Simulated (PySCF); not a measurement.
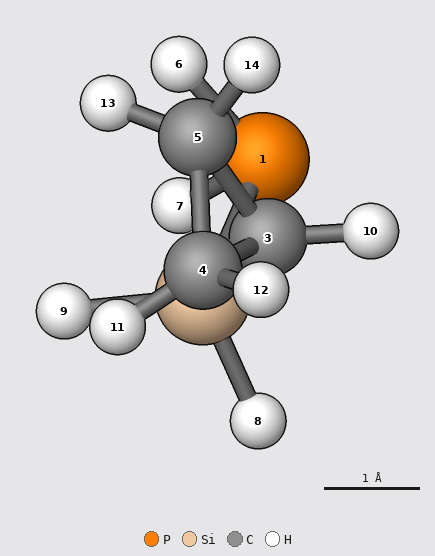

*The input geometry (ball-and-stick view, seen at an oblique angle; atoms are numbered from 1 in the order of the input).*

Bond lengths as drawn: C–C 1.49 to 1.50 Å, C–H 1.08 Å, C–Si 1.88 Å, H–P 1.38 Å, H–Si 1.47 Å and P–Si 2.24 Å.

C₃H₉PSi: NMR shielding calculation

C₃H₉PSi, SMILES P[SiH2]C1CC1, computed with GIAO PBE0/pcSseg-1 NMR shielding, non-relativistic, gas phase (PySCF 2.14.0).

The geometry comes from this level: GFN2-xTB, NEB image 0 of 0 to 8. It belongs to a series of runs on one base structure; here: NEB image 0 of 0 to 8. Figures and captions count atoms from 1; the log counts them from 0 in places.

## Output
```
coarse grid: 12088 points
cycle   1  E = -750.0514905925  dE =  4.149e-01  |g| = 3.175e-01  |ddm| = 3.255e+00
cycle   2  E = -750.0429992026  dE =  8.491e-03  |g| = 3.749e-01  |ddm| = 6.612e-01
cycle   3  E = -750.0798493777  dE = -3.685e-02  |g| = 3.324e-02  |ddm| = 3.719e-01
cycle   4  E = -750.0800757503  dE = -2.264e-04  |g| = 1.339e-02  |ddm| = 5.240e-02
cycle   5  E = -750.0801201724  dE = -4.442e-05  |g| = 4.039e-03  |ddm| = 2.136e-02
cycle   6  E = -750.0801238117  dE = -3.639e-06  |g| = 1.192e-03  |ddm| = 4.893e-03
final grid: 105824 points
cycle   7  E = -750.1096726050  dE = -2.541e-05  |g| = 7.108e-03  |ddm| = 2.591e-02
cycle   8  E = -750.1096651063  dE =  7.499e-06  |g| = 8.965e-03  |ddm| = 1.453e-02
cycle   9  E = -750.1096857950  dE = -2.069e-05  |g| = 3.305e-04  |ddm| = 8.107e-03
cycle  10  E = -750.1096858133  dE = -1.827e-08  |g| = 1.400e-04  |ddm| = 4.917e-04
cycle  11  E = -750.1096858177  dE = -4.426e-09  |g| = 4.220e-05  |ddm| = 1.623e-04
cycle  12  E = -750.1096858181  dE = -4.216e-10  |g| = 8.391e-06  |ddm| = 4.809e-05
```

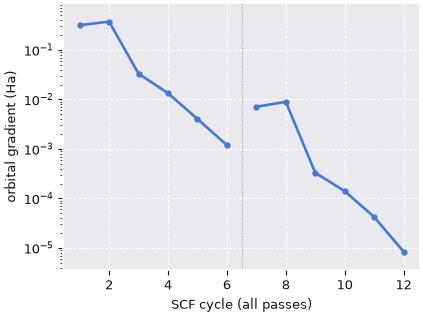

*Convergence of the self-consistent field: orbital gradient against the SCF cycle. The dotted line marks the change from a coarse to the final integration grid.*

The first 6 cycles use a coarse grid, the final grid takes over at cycle 7, and the field converges after 12 cycles in all.

```
converged SCF energy = -750.1096858181

GIAO shielding tensors (ppm)
atom      isotropic    diamagn.    paramagn.     s11        s22        s33       span
  0 P      626.631     967.301    -340.670    558.690    610.106    711.096    152.406
  1 Si     383.316     880.619    -497.304    344.120    371.177    434.651     90.530
  2 C      191.630     254.049     -62.419    163.327    183.479    228.085     64.758
  3 C      181.742     252.855     -71.114    153.979    176.421    214.826     60.847
  4 C      183.031     251.291     -68.260    153.507    178.318    217.269     63.762
  5 H       30.627      30.960      -0.333     24.776     28.863     38.241     13.466
  6 H       30.746      29.557       1.189     25.388     26.898     39.953     14.565
  7 H       27.117      29.227      -2.110     23.148     25.558     32.645      9.497
  8 H       27.744      30.344      -2.600     23.466     27.064     32.700      9.234
  9 H       31.931      32.069      -0.139     24.710     28.534     42.547     17.837
 10 H       31.462      31.663      -0.201     25.082     28.796     40.508     15.427
 11 H       30.977      30.459       0.517     24.911     26.453     41.566     16.655
 12 H       31.606      32.002      -0.396     25.862     28.770     40.187     14.325
 13 H       31.040      30.718       0.321     25.387     26.289     41.443     16.056
```

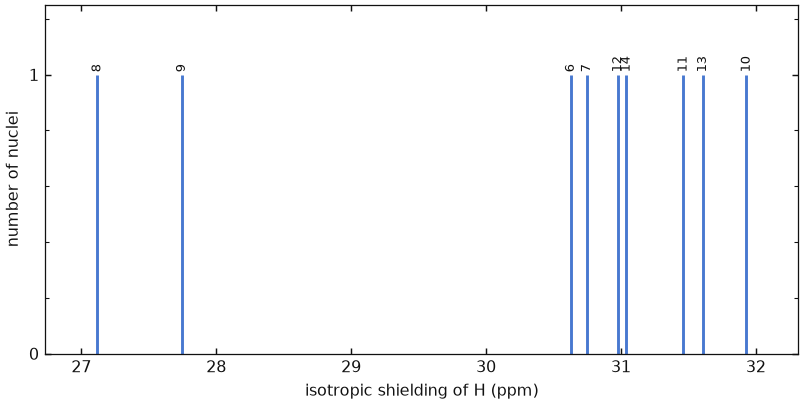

*Isotropic shieldings of the hydrogen nuclei in this fixed geometry, labelled by atom number; shielding grows to the right, so chemical shift grows to the left.*

The least shielded is H8 (27.1 ppm), the most shielded H10 (31.9 ppm).

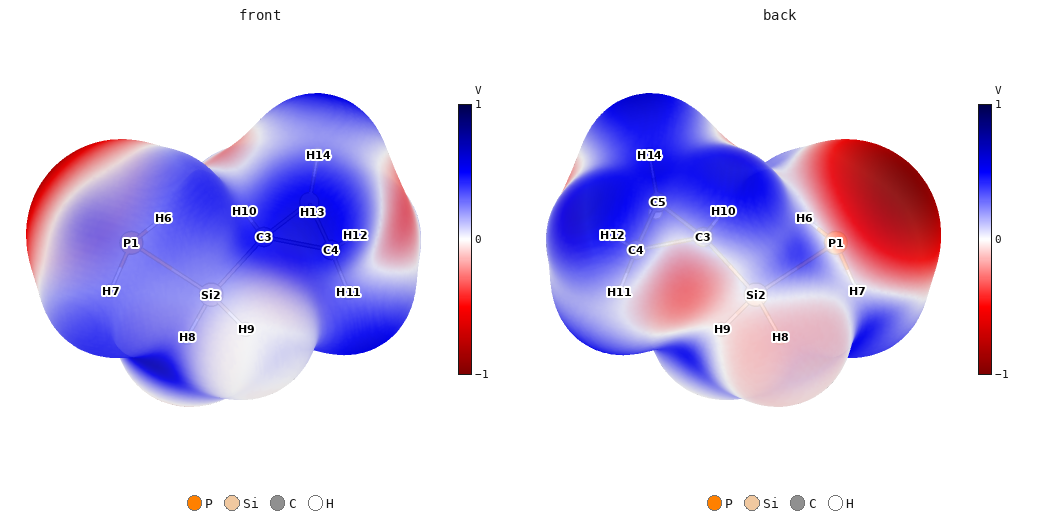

*The electrostatic potential painted on the density surface at 0.001 e/bohr³, seen at a tilt and from behind; the colour scale runs from red (negative) to blue (positive).*

Its dipole moment is 1.28 D.

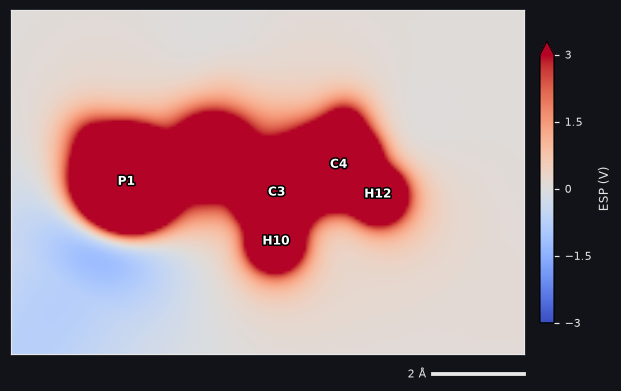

*Electrostatic potential on the plane of atoms C3, C4 and H12.*

The section cuts through P, C and H sites.

This output came from the following input.

## Input
```
{"job": {"kind": "nmr", "xc": "PBE0", "basis": "pcSseg-1", "pop": false}, "charge": 0, "multiplicity": 1}
P      1.851400    -1.845700     0.949100
Si     1.005900    -0.528300    -0.657500
C     -0.805600    -0.226000    -0.239100
C     -1.492800     1.023300    -0.710000
C     -1.183700     0.852000     0.738900
H      1.887700    -0.863800     1.923500
H      3.170800    -1.626900     0.598100
H      1.131000    -1.252600    -1.928200
H      1.695700     0.764800    -0.776400
H     -1.427200    -1.113700    -0.207700
H     -0.915200     1.741100    -1.272200
H     -2.522000     0.954700    -1.029000
H     -0.397700     1.457300     1.166400
H     -1.998900     0.663300     1.421900
```

The first line tells a small driver script what to run in PySCF; the rest is the geometry in Å.

Launch command:
```bash
OMP_NUM_THREADS=1 python <driver script> task.json out
```

## Summary

- outcome: converged
- total energy: −750.109686 hartree
- HOMO: −7.34 eV
- LUMO: 0.61 eV
- dipole moment: 1.28 D
- isotropic shielding, P: 626.6 ppm
- isotropic shielding, Si: 383.3 ppm
- isotropic shielding, C: 181.7 to 191.6 ppm
- isotropic shielding, H: 27.1 to 31.9 ppm
- hardware: 1 CPU thread, shared host
- wall time: 44 s
- peak memory: 0.67 GiB
